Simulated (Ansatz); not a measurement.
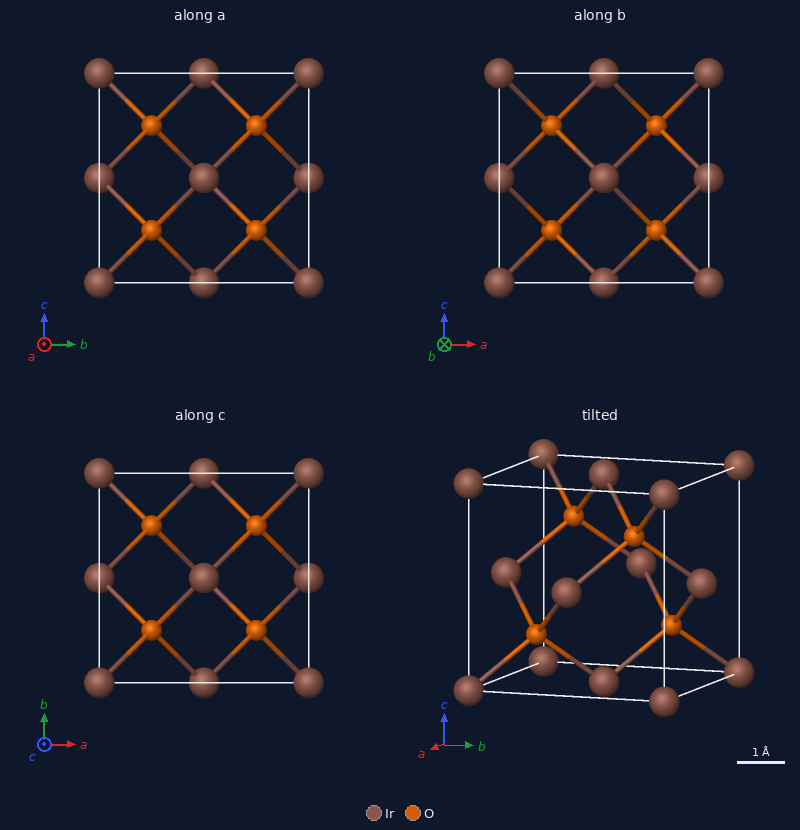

A ball-and-stick rendering, viewed along the a axis, along the b axis, along the c axis and slightly off an axis. Atoms at the boundary of the conventional unit cell (the box) are drawn once for each face, edge or corner they touch.

Lattice parameters: a = 4.498 Å, b = 4.498 Å, c = 4.498 Å, α = 90.00°, β = 90.00°, γ = 90.00°.

Q: Give the structure in the form of a table of Wyckoff sites.

A: Space group F-43m (No. 216).
| atom | site | x | y | z |
| --- | --- | --- | --- | --- |
| Ir | 4a | 0.0000 | 0.0000 | 0.0000 |
| O | 4d | 0.2500 | 0.2500 | 0.7500 |

Provenance: a structure type filled with these elements by a generator (whether the compound takes this form wasn't checked). Earlier steps of the study, as a rule a relaxation of our own, may have changed the cell and positions, so they can lie some per cent off the listed ones. It went into a calculation with Ansatz.

At this level of theory the run's own cell isn't at rest (compressed, at 44 GPa), so its distances can differ from those at equilibrium, the more so the softer the solid.
